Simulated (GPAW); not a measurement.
# Calculation of the molecule and its ions of CH₅AlCl (charge −1)

The run: calculation of the molecule and its ions of CH₅AlCl, charge −1, SMILES [AlH3-][CH2]Cl. Method and program: PBE/dzp, scalar-relativistic datasets (GPAW 26.7.0).

The geometry comes from this level: GFN2-xTB.

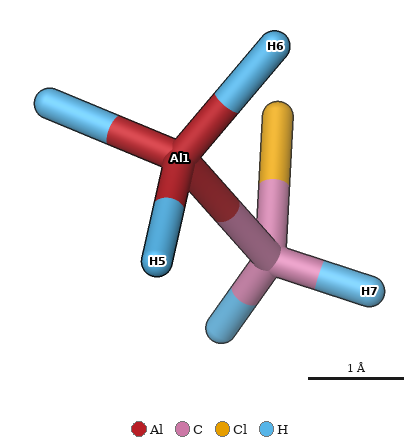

The structure as given in the input (stick view, seen at an oblique angle; atoms are numbered from 1 in the order of the input). Sticks mark near contacts. Bond lengths as drawn: Al–C 2.07 Å, Al–H 1.61 Å, C–Cl 1.79 Å and C–H 1.10 Å.

The input (ch5alcl_ipea.py)
```python
from ase import Atoms
from gpaw import GPAW

atoms = Atoms('AlCClHHHHH',
    positions=[[  0.529040,  -0.743220,  -0.468830],
               [ -0.552420,   0.890100,   0.205470],
               [ -0.533410,   0.194120,   1.856290],
               [ -0.360650,  -2.052420,  -0.197210],
               [  0.735250,  -0.451850,  -2.037860],
               [  1.917270,  -0.772390,   0.337780],
               [ -0.118540,   1.892390,   0.322350],
               [ -1.616540,   1.043260,  -0.017970]])
atoms.center(vacuum=5.5)

energies = {}
for name, charge, unpaired in [('start', -1, 0), ('oxidised', 0, 1)]:
    atoms.set_initial_magnetic_moments([unpaired / len(atoms)] * len(atoms))
    calc = GPAW(mode='lcao',
                basis='dzp',
                h=0.22,
                xc='PBE',
                charge=charge,
                occupations={'name': 'fermi-dirac', 'width': 0.0, 'fixmagmom': unpaired > 0},
                maxiter=100,
                symmetry='off',
                txt=f'{name}.txt')
    atoms.calc = calc
    energies[name] = atoms.get_potential_energy()
    print(f'{name:10} {energies[name]:12.5f} eV')

ip = energies['oxidised'] - energies['start']
print(f'Vertical IP: {ip:.3f} eV')
```

Hardware: 1 thread of AMD EPYC (Zen 3), 32 GiB of memory available, shared host.

Run as:
```bash
python3 ch5alcl_ipea.py
```

Output
```
start         -31.01458 eV
oxidised      -27.81079 eV
Vertical IP: 3.204 eV
```

Results in brief

| quantity | value |
| --- | --- |
| outcome | converged |
| ionisation energy | 3.20 eV |
| wall time | 68 s |
| peak memory | 1.1 GiB |

Notes

On so coarse a grid the energy depends on the position of the molecule, which gives spurious forces.
